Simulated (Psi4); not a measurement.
# PO: geometry relaxation (part 2 of 2)

Continued. System: PO (Phosphorus monoxide), multiplicity 2, SMILES O=[P]. Method: PBE0/pcseg-2, UKS (Psi4 1.11). The geometry comes from this level: PBE0-D4/def2-TZVP.

Geometry of the input (Å):
```
O  0.0000  -0.0000  -0.0095
P  -0.0000  0.0000  1.4645
```

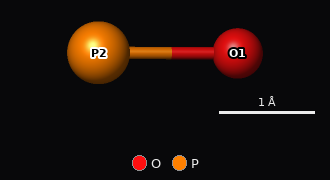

**Figure 1.** The geometry at step 1 of the log (ball-and-stick view, seen on its broad side; atoms are numbered from 1 in the order of the input).

## Log, continued
```
  Minimum eigenvalue in the overlap matrix is 7.0026407167E-03.
  Reciprocal condition number of the overlap matrix is 1.6957631029E-03.
    Using symmetric orthogonalization.

  ==> Pre-Iterations <==

  SCF Guess: Orbitals guess was supplied from a previous computation.

   -------------------------------------------------------
    Irrep   Nso     Nmo     Nalpha   Nbeta   Ndocc  Nsocc
   -------------------------------------------------------
     A         64      64      12      11      11       1
   -------------------------------------------------------
    Total      64      64      12      11      11       1
   -------------------------------------------------------

  ==> Iterations <==

                        Total Energy        Delta E     RMS |[F,P]|

   @UKS iter   0:  -416.37703847763305   -4.16377e+02   2.04189e-05
   @UKS iter   1:  -416.37677861973475    2.59858e-04   2.58244e-06 DIIS
   @UKS iter   2:  -416.37677859392284    2.58119e-08   4.96871e-06 DIIS
   @UKS iter   3:  -416.37677863353019   -3.96074e-08   9.94252e-07 DIIS
   @UKS iter   4:  -416.37677863496413   -1.43393e-09   2.00422e-07 DIIS
   @UKS iter   5:  -416.37677863503421   -7.00879e-11   1.35445e-08 DIIS
   @UKS iter   6:  -416.37677863503473   -5.11591e-13   5.09654e-09 DIIS
  Energy and wave function converged.

  ==> Post-Iterations <==

   Electrons on quadrature grid:
      Nalpha   =   12.0000000194 ; deviation = 1.945e-08
      Nbeta    =   11.0000000154 ; deviation = 1.545e-08
      Ntotal   =   23.0000000349 ; deviation = 3.489e-08

   @Spin Contamination Metric:   4.580422547E-03
   @S^2 Expected:                7.500000000E-01
   @S^2 Observed:                7.545804225E-01
   @S   Expected:                5.000000000E-01
   @S   Observed:                5.000000000E-01

    Final Occupation by Irrep:
              A
    DOCC [    11 ]
    SOCC [     1 ]
    NA   [    12 ]
    NB   [    11 ]

  @UKS Final Energy:  -416.37677863503473

   => Energetics <=

    Nuclear Repulsion Energy =             43.0915943102841297
    One-Electron Energy =                -660.9942870244519781
    Two-Electron Energy =                 225.4097956742301392
    DFT Exchange-Correlation Energy =     -23.8838815950970513
    Empirical Dispersion Energy =           0.0000000000000000
    VV10 Nonlocal Energy =                  0.0000000000000000
    Total Energy =                       -416.3767786350347251

  UHF NO Occupations:
  HONO-2 :   10  A 1.9992826
  HONO-1 :   11  A 1.9985914
  HONO-0 :   12  A 1.0000000
  LUNO+0 :   13  A 0.0014086
  LUNO+1 :   14  A 0.0007174
  LUNO+2 :   15  A 0.0001110
  LUNO+3 :   16  A 0.0000453

Computation Completed

Properties will be evaluated at   0.000000,   0.000000,   0.000000 [a0]

Properties computed using the SCF density matrix

 Multipole Moments:

 ------------------------------------------------------------------------------------
     Multipole            Electronic (a.u.)      Nuclear  (a.u.)        Total (a.u.)
 ------------------------------------------------------------------------------------

 L = 1.  Multiply by 2.5417464519 to convert [e a0] to [Debye]
 Dipole X            :          0.0000000            0.0000000            0.0000000
 Dipole Y            :          0.0000000            0.0000000            0.0000000
 Dipole Z            :          1.3253090           -0.4663963            0.8589127
 Magnitude           :                                                    0.8589127

 ------------------------------------------------------------------------------------

	total time  =          3 seconds =       0.05 minutes

         ------------------------------------------------------------
                                   SCF GRAD
         ------------------------------------------------------------

  ==> Geometry <==

    Molecular point group: c1
    Full point group: C_inf_v

    Geometry (in Angstrom), charge = 0, multiplicity = 2:

       Center              X                  Y                   Z               Mass
    ------------   -----------------  -----------------  -----------------  -----------------
         O            0.000000000000     0.000000000000    -0.971796766104    15.994914619570
         P            0.000000000000     0.000000000000     0.501837855608    30.973761998420

  Nuclear repulsion =   43.091594310284130

   => Molecular Quadrature <=

    Radial Scheme          =       TREUTLER
    Pruning Scheme         =           NONE
    Nuclear Scheme         =       TREUTLER

    Blocking Scheme        =         OCTREE
    BS radius alpha        =              1
    Pruning alpha          =              1
    Radial Points          =             99
    Spherical Points       =            590
    Total Points           =         111482
    Total Blocks           =            909
    Max Points             =            255
    Max Functions          =             64
    Weights Tolerance      =       1.00E-15

  -Total Gradient:
     Atom            X                  Y                   Z
    ------   -----------------  -----------------  -----------------
       1       -0.000000000002    -0.000000000000    -0.000135942749
       2        0.000000000002     0.000000000000     0.000134572398

	total time  =          4 seconds =       0.07 minutes

    			-----------------------------------------

    			 OPTKING 3.0: for geometry optimizations

    			        with contributions from

    			-----------------------------------------

	                            ===> Fragment 1 <==

	 Z (Atomic Numbers)          Masses                          Geom
	       8.000000            15.994915          0.00000000  0.00000000 -1.83642974
	      15.000000            30.973762          0.00000000  0.00000000  0.94833611

	 - Coordinate -           - BOHR/RAD -       - ANG/DEG -
	 R(1,2)           =         2.784766           1.473635

	        --- Internal Coordinate Step in ANG or DEG, aJ/ANG or AJ/DEG ---
	-------------------------------------------------------------------------------
	           Coordinate      Previous         Force          Change          New
	           ----------      --------        ------          ------        ------
	               R(1,2)       1.47363       -0.00111       -0.00011       1.47353
	-------------------------------------------------------------------------------

	                                 ==> Convergence Check <==

	Measures of convergence in internal coordinates in au.

	Criteria marked as inactive (o), active & met (*), and active & unmet ( ).

	----------------------------------------------------------------------------------------------
	   Step    Total Energy     Delta E     Max Force     RMS Force      Max Disp      RMS Disp
	----------------------------------------------------------------------------------------------
	  Convergence Criteria              o    1.50e-05 *    1.00e-05 *    6.00e-05 *    4.00e-05 *
	----------------------------------------------------------------------------------------------
	     2    -416.37677864   -2.39e-07 o    1.35e-04      1.35e-04      2.05e-04      2.05e-04    ~
	----------------------------------------------------------------------------------------------

Next Geometry in Ang
	Fragment 1 (Ang)

	    O   0.0000000000   0.0000000000  -0.9717424087
	    P   0.0000000000   0.0000000000   0.5017834982

    Structure for next step:
    Molecular point group: c1
    Full point group: C_inf_v

    Geometry (in Angstrom), charge = 0, multiplicity = 2:

    O            0.000000000000     0.000000000000    -0.971725073474
    P            0.000000000000     0.000000000000     0.501800833386

gradient() will perform analytic gradient computation.

  ==> Geometry <==

    Molecular point group: c1
    Full point group: C_inf_v

    Geometry (in Angstrom), charge = 0, multiplicity = 2:

       Center              X                  Y                   Z               Mass
    ------------   -----------------  -----------------  -----------------  -----------------
         O            0.000000000000     0.000000000000    -0.971725073474    15.994914619570
         P            0.000000000000     0.000000000000     0.501800833386    30.973761998420

  Running in c1 symmetry.

  Rotational constants: A = ************  B =      0.73606  C =      0.73606 [cm^-1]
  Rotational constants: A = ************  B =  22066.53220  C =  22066.53220 [MHz]
  Nuclear repulsion =   43.094773552846938

  Charge       = 0
  Multiplicity = 2
  Electrons    = 23
  Nalpha       = 12
  Nbeta        = 11

  ==> DiskJK: Disk-Based J/K Matrices <==

    J tasked:                  Yes
    K tasked:                  Yes
    wK tasked:                  No
    Memory [MiB]:              959
    Schwarz Cutoff:          1E-12

  Cached 100.0% of DFT collocation blocks in 0.181 [GiB].

  Minimum eigenvalue in the overlap matrix is 6.9994334557E-03.
  Reciprocal condition number of the overlap matrix is 1.6949387834E-03.
    Using symmetric orthogonalization.

  ==> Iterations <==

                        Total Energy        Delta E     RMS |[F,P]|

   @UKS iter   0:  -416.37685813790785   -4.16377e+02   6.24998e-06
   @UKS iter   1:  -416.37677864751828    7.94904e-05   7.89862e-07 DIIS
   @UKS iter   2:  -416.37677864510391    2.41437e-09   1.51973e-06 DIIS
   @UKS iter   3:  -416.37677864880948   -3.70557e-09   3.03997e-07 DIIS
   @UKS iter   4:  -416.37677864894357   -1.34094e-10   6.13485e-08 DIIS
   @UKS iter   5:  -416.37677864894988   -6.30962e-12   4.39358e-09 DIIS
  Energy and wave function converged.

  ==> Post-Iterations <==

   Electrons on quadrature grid:
      Nalpha   =   12.0000000194 ; deviation = 1.941e-08
      Nbeta    =   11.0000000154 ; deviation = 1.541e-08
      Ntotal   =   23.0000000348 ; deviation = 3.481e-08

   @Spin Contamination Metric:   4.579973732E-03
   @S^2 Expected:                7.500000000E-01
   @S^2 Observed:                7.545799737E-01
   @S   Expected:                5.000000000E-01
   @S   Observed:                5.000000000E-01

    Orbital Energies [Eh]
    ---------------------

    Alpha Occupied:

       1A    -77.254707     2A    -19.240512     3A     -6.671086
       4A     -4.808704     5A     -4.806465     6A     -4.801847
       7A     -1.056856     8A     -0.577745     9A     -0.428758
      10A     -0.410230    11A     -0.408242    12A     -0.214161

    Alpha Virtual:

      13A     -0.124548    14A      0.018535    15A      0.187623
      16A      0.192022    17A      0.231613    18A      0.309006
      19A      0.387357    20A      0.391707    21A      0.401613
      22A      0.445175    23A      0.448455    24A      0.555389
      25A      0.559003    26A      0.628144    27A      0.955246
      28A      1.369841    29A      1.370613    30A      1.375894
      31A      1.384484    32A      1.387107    33A      1.571459
      34A      1.571575    35A      1.699594    36A      1.700369
      37A      1.872121    38A      1.885328    39A      1.887131
      40A      2.105438    41A      2.109807    42A      2.204488
      43A      2.556929    44A      2.557496    45A      2.830895
      46A      3.161372    47A      3.162049    48A      3.335415
      49A      3.401089    50A      3.409605    51A      3.844095
      52A      3.976155    53A      3.976184    54A      4.121639
      55A      4.122041    56A      4.447979    57A      4.451700
      58A      5.053075    59A      6.035074    60A      6.035932
      61A      6.411793    62A      6.412463    63A      6.743907
      64A     19.616835

    Beta Occupied:

       1A    -77.251367     2A    -19.233079     3A     -6.667511
       4A     -4.806734     5A     -4.800205     6A     -4.793790
       7A     -1.042944     8A     -0.548355     9A     -0.405672
      10A     -0.390861    11A     -0.382271

    Beta Virtual:

      12A     -0.112970    13A     -0.077460    14A      0.029813
      15A      0.198898    16A      0.217714    17A      0.243433
      18A      0.316535    19A      0.394017    20A      0.407925
      21A      0.409937    22A      0.487788    23A      0.488788
      24A      0.560395    25A      0.586428    26A      0.634669
      27A      0.967604    28A      1.380388    29A      1.383522
      30A      1.387019    31A      1.394071    32A      1.422885
      33A      1.573011    34A      1.597181    35A      1.741400
      36A      1.741448    37A      1.878579    38A      1.907041
      39A      1.907687    40A      2.112864    41A      2.133190
      42A      2.216462    43A      2.558916    44A      2.580691
      45A      2.838893    46A      3.171614    47A      3.172292
      48A      3.343852    49A      3.401662    50A      3.421689
      51A      3.853127    52A      3.988163    53A      3.988167
      54A      4.130559    55A      4.130639    56A      4.449387
      57A      4.466669    58A      5.061594    59A      6.058910
      60A      6.059032    61A      6.415067    62A      6.435188
      63A      6.751296    64A     19.624116

    Final Occupation by Irrep:
              A
    DOCC [    11 ]
    SOCC [     1 ]
    NA   [    12 ]
    NB   [    11 ]

  @UKS Final Energy:  -416.37677864894988

   => Energetics <=

    Nuclear Repulsion Energy =             43.0947735528469380
    One-Electron Energy =                -661.0006247229225664
    Two-Electron Energy =                 225.4130162282002061
    DFT Exchange-Correlation Energy =     -23.8839437070744722
    Empirical Dispersion Energy =           0.0000000000000000
    VV10 Nonlocal Energy =                  0.0000000000000000
    Total Energy =                       -416.3767786489498803

  UHF NO Occupations:
  HONO-2 :   10  A 1.9992827
  HONO-1 :   11  A 1.9985914
  HONO-0 :   12  A 1.0000000
  LUNO+0 :   13  A 0.0014086
  LUNO+1 :   14  A 0.0007173
  LUNO+2 :   15  A 0.0001109
  LUNO+3 :   16  A 0.0000453

Computation Completed

Properties will be evaluated at   0.000000,   0.000000,   0.000000 [a0]

Properties computed using the SCF density matrix

 Multipole Moments:

 ------------------------------------------------------------------------------------
     Multipole            Electronic (a.u.)      Nuclear  (a.u.)        Total (a.u.)
 ------------------------------------------------------------------------------------

 L = 1.  Multiply by 2.5417464519 to convert [e a0] to [Debye]
 Dipole X            :         -0.0000000            0.0000000           -0.0000000
 Dipole Y            :         -0.0000000            0.0000000           -0.0000000
 Dipole Z            :          1.3251193           -0.4663619            0.8587574
 Magnitude           :                                                    0.8587574

 ------------------------------------------------------------------------------------

	total time  =          4 seconds =       0.07 minutes

         ------------------------------------------------------------
                                   SCF GRAD
         ------------------------------------------------------------

  ==> Geometry <==

    Molecular point group: c1
    Full point group: C_inf_v

    Geometry (in Angstrom), charge = 0, multiplicity = 2:

       Center              X                  Y                   Z               Mass
    ------------   -----------------  -----------------  -----------------  -----------------
         O            0.000000000000     0.000000000000    -0.971725073474    15.994914619570
         P            0.000000000000     0.000000000000     0.501800833386    30.973761998420

  Nuclear repulsion =   43.094773552846938

   => Molecular Quadrature <=

    Radial Scheme          =       TREUTLER
    Pruning Scheme         =           NONE
    Nuclear Scheme         =       TREUTLER

    Blocking Scheme        =         OCTREE
    BS radius alpha        =              1
    Pruning alpha          =              1
    Radial Points          =             99
    Spherical Points       =            590
    Total Points           =         111482
    Total Blocks           =            909
    Max Points             =            255
    Max Functions          =             64
    Weights Tolerance      =       1.00E-15

  -Total Gradient:
     Atom            X                  Y                   Z
    ------   -----------------  -----------------  -----------------
       1        0.000000000000     0.000000000000    -0.000000509534
       2       -0.000000000000     0.000000000000    -0.000000863710

	total time  =          4 seconds =       0.07 minutes

    			-----------------------------------------

    			 OPTKING 3.0: for geometry optimizations

    			        with contributions from

    			-----------------------------------------

	                            ===> Fragment 1 <==

	 Z (Atomic Numbers)          Masses                          Geom
	       8.000000            15.994915          0.00000000  0.00000000 -1.83629426
	      15.000000            30.973762          0.00000000  0.00000000  0.94826614

	 - Coordinate -           - BOHR/RAD -       - ANG/DEG -
	 R(1,2)           =         2.784560           1.473526

	        --- Internal Coordinate Step in ANG or DEG, aJ/ANG or AJ/DEG ---
	-------------------------------------------------------------------------------
	           Coordinate      Previous         Force          Change          New
	           ----------      --------        ------          ------        ------
	               R(1,2)       1.47353        0.00000        0.00000       1.47353
	-------------------------------------------------------------------------------

	                                 ==> Convergence Check <==

	Measures of convergence in internal coordinates in au.

	Criteria marked as inactive (o), active & met (*), and active & unmet ( ).

	----------------------------------------------------------------------------------------------
	   Step    Total Energy     Delta E     Max Force     RMS Force      Max Disp      RMS Disp
	----------------------------------------------------------------------------------------------
	  Convergence Criteria              o    1.50e-05 *    1.00e-05 *    6.00e-05 *    4.00e-05 *
	----------------------------------------------------------------------------------------------
	     3    -416.37677865   -1.39e-08 o    1.77e-07 *    1.77e-07 *    2.69e-07 *    2.69e-07 *  ~
	----------------------------------------------------------------------------------------------

Next Geometry in Ang
	Fragment 1 (Ang)

	    O   0.0000000000   0.0000000000  -0.9717251446
	    P   0.0000000000   0.0000000000   0.5018009045

    Final optimized geometry and variables:
    Molecular point group: c1
    Full point group: C_inf_v

    Geometry (in Angstrom), charge = 0, multiplicity = 2:

    O            0.000000000000     0.000000000000    -0.971725073474
    P            0.000000000000     0.000000000000     0.501800833386

    Psi4 run time: 0:00:27.45

[set-up sections that repeat, and orbital energies of the middle runs, are left out above]
```

## Trajectory as extended XYZ (Å, eV, eV/Å), 3 frames, from step=0 to step=2
```
2
Properties=species:S:1:pos:R:3:forces:R:3 step=0 energy=-11330.18934
O     0.0000    0.0000   -0.0095    0.0000   0.0000   0.0297
P     0.0000    0.0000    1.4645    0.0000   0.0000  -0.0297
2
Properties=species:S:1:pos:R:3:forces:R:3 step=1 energy=-11330.18935
O     0.0000    0.0000   -0.0092    0.0000   0.0000   0.0070
P     0.0000    0.0000    1.4644    0.0000   0.0000  -0.0069
2
Properties=species:S:1:pos:R:3:forces:R:3 step=2 energy=-11330.18935
O     0.0000    0.0000   -0.0091    0.0000   0.0000   0.0000
P     0.0000    0.0000    1.4644    0.0000   0.0000   0.0000
```

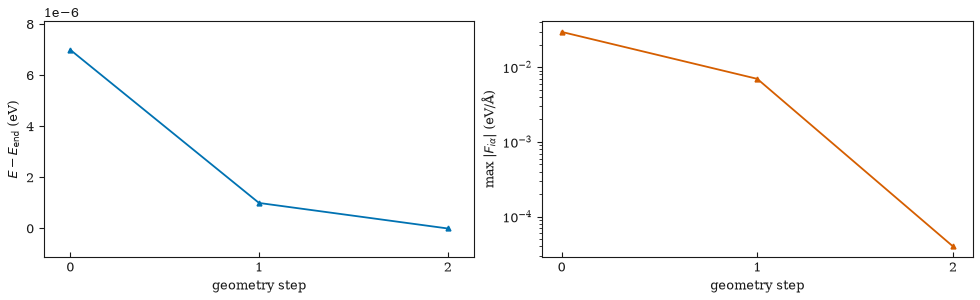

**Figure 2.** Progress of the relaxation, step by step (steps are counted from 0). Over 2 geometry steps the energy falls by next to nothing (0.0 eV). Largest force component: 0.03 eV/Å at the start, under 0.0001 eV/Å at the end. The atoms keep their places after the best rigid fit (all moves are under 0.005 Å).

## Key numbers

- outcome: converged
- total energy: −416.376779 hartree
- basis functions: 64
- ⟨S²⟩: 0.755
- dipole moment: 2.18 D
- hardware: 1 thread of Intel Xeon @ 2.70GHz, 189 GiB of memory available, shared host
- wall time: 30 s
- peak memory: 0.49 GiB
